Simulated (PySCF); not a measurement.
Consider C$_{3}$ClF$_{5}$O (Perfluoropropionyl Chloride).

```yaml
atoms:
  - { symbol: O, position_ang: [1.6906, -0.8812, 1.2824] }
  - { symbol: C, position_ang: [1.3864, -0.2354, 0.3416] }
  - { symbol: Cl, position_ang: [2.3085, 1.0749, -0.2923] }
  - { symbol: C, position_ang: [0.0708, -0.4495, -0.4551] }
  - { symbol: F, position_ang: [-0.2779, -1.7487, -0.4209] }
  - { symbol: F, position_ang: [0.2004, -0.1067, -1.7492] }
  - { symbol: C, position_ang: [-1.0851, 0.3918, 0.1718] }
  - { symbol: F, position_ang: [-1.2717, 0.0568, 1.4442] }
  - { symbol: F, position_ang: [-2.2257, 0.2125, -0.4776] }
  - { symbol: F, position_ang: [-0.7872, 1.6903, 0.1325] }
```

Geometry: GFN2-xTB.

The calculation used B3LYP/def2-SVPD, SCF density, gas phase (PySCF).

What can the converged electron density and electron localisation function tell about the bonding?

Answer. C–F (1.34 Å): the density is about 2.3 e/Å³ at the midpoint, with its minimum of 1.8 e/Å³ about 0.5 Å from C; the ELF peaks at about 0.85 between the atoms, as expected for a polar covalent bond.
C–C (1.56 Å): ρ is about 1.7 e/Å³ halfway; the ELF peaks at about 1 between the atoms, as expected for a shared electron pair.

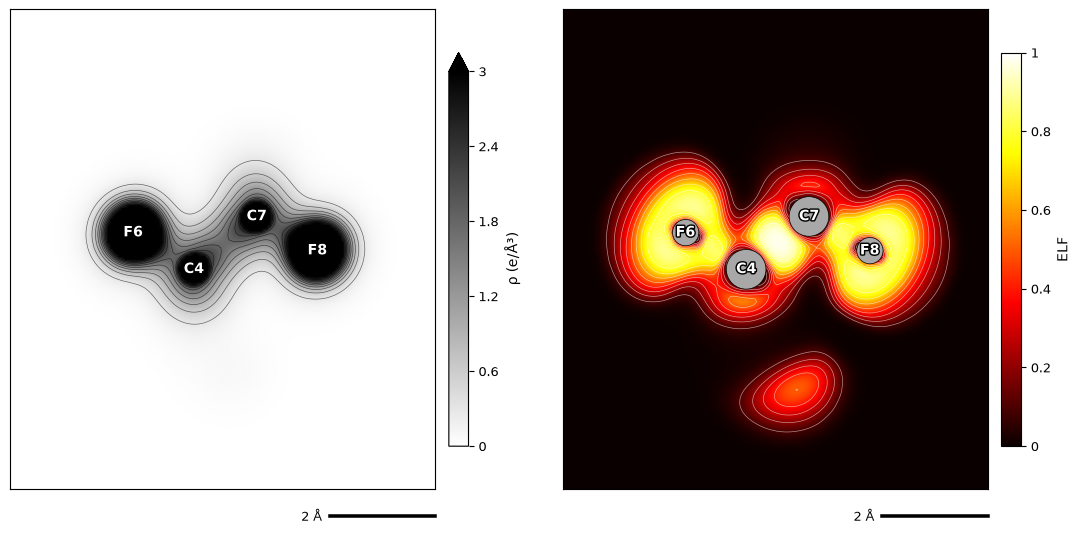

Computed electron density and electron localisation function on the plane of atoms C4, C7 and F8, in this order. Grey discs cover the atomic cores in the ELF map. 
